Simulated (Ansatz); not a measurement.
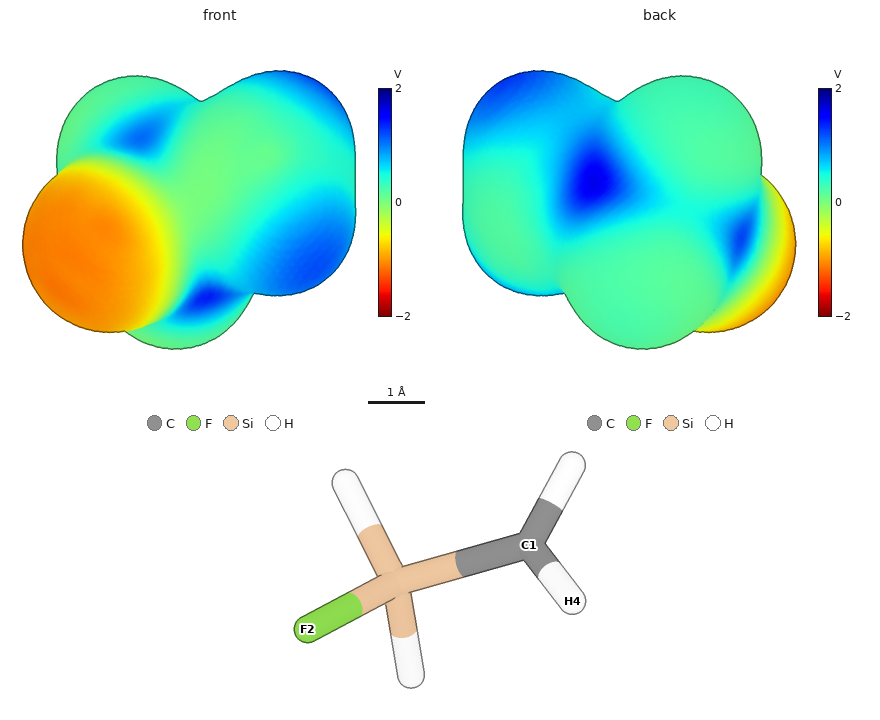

Figure. CH4FSi (SMILES [CH2][SiH2]F) (doublet). The electrostatic potential painted on the density surface at 0.002 e/bohr³, seen from the front and from behind; red is negative and blue positive. The bare structure is drawn below in the same view.

Geometry: BLYP-D3(BJ)/def2-SVP.

These are results of isolated molecule in a Gaussian basis; Kohn-Sham density functional theory, functional PBE0 (Ansatz), not measurements.

```yaml
atoms:
  - { symbol: C, position_ang: [-0.0812, -0.5212, -1.6419] }
  - { symbol: F, position_ang: [1.2451, -3.0509, -1.3795] }
  - { symbol: Si, position_ang: [0.9159, -1.6561, -0.5682] }
  - { symbol: H, position_ang: [-0.9797, -0.8607, -2.1855] }
  - { symbol: H, position_ang: [0.1638, 0.5460, -1.7761] }
  - { symbol: H, position_ang: [0.1519, -2.0534, 0.6615] }
  - { symbol: H, position_ang: [2.2105, -1.0062, -0.1902] }
```

> Which sites attract a positive test charge, and which a negative one?

A positive charge is drawn to the negative regions and a negative charge to the positive ones. The most negative region (about −1.1 V) lies over F2, the most positive (about +1.5 V) over Si3.
